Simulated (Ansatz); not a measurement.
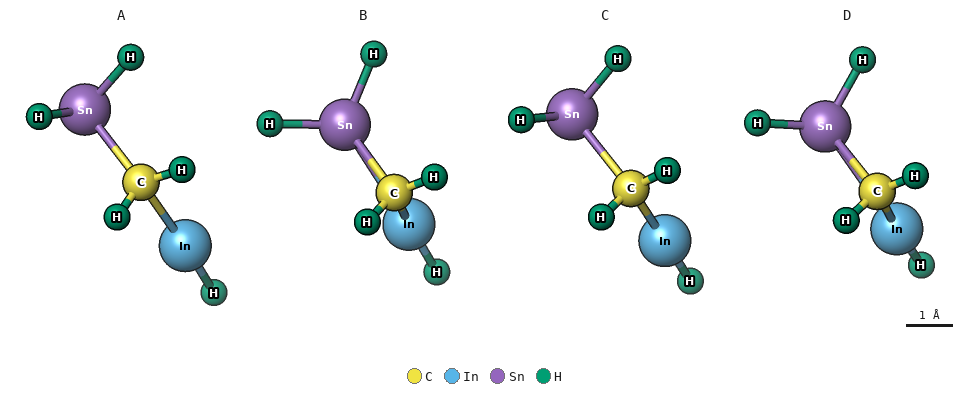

4 geometries from one relaxation of CH5InSn, in shuffled order. A ball-and-stick model, seen from a free direction.

The start comes from GFN2-xTB.

Theory: RKS PBE0-D4/def2-TZVP (Ansatz). Set-up: force threshold 0.005 eV/Å; at most 150 steps.

Question: Order the frames from highest to lowest energy.

Answer: A, C, D, B. They are steps 0, 4, 7, 20, at +109.9 kJ/mol, +50.9 kJ/mol, +4.83 kJ/mol relative to the last. The largest move after the best rigid fit is that of an H atom, 0.81 Å. Largest moves by element: H 0.81 Å, In 0.65 Å, Sn 0.56 Å, C 0.45 Å. Some distances before and after: In–Sn 3.761 → 2.732 Å, H–In 1.921 → 1.702 Å, C–In 2.285 → 2.151 Å, C–Sn 2.337 → 2.234 Å. New bonds form: In–Sn (3.76 → 2.73 Å). Bond angles that change, for instance: In–C–Sn 108.9° → 77.1°, C–Sn–H 81.0° → 109.4°, C–Sn–H 84.8° → 109.4°. Over 17 accepted moves (20 points after the start) the energy falls by 109.9 kJ/mol. Largest force component: 1.4 eV/Å at the start, 0.0024 eV/Å at the end. The line search rejected the trial steps at points 2, 8, 10 of the run. Cost: 2.1 min on 2 threads of Arm Neoverse V1 (shared host).
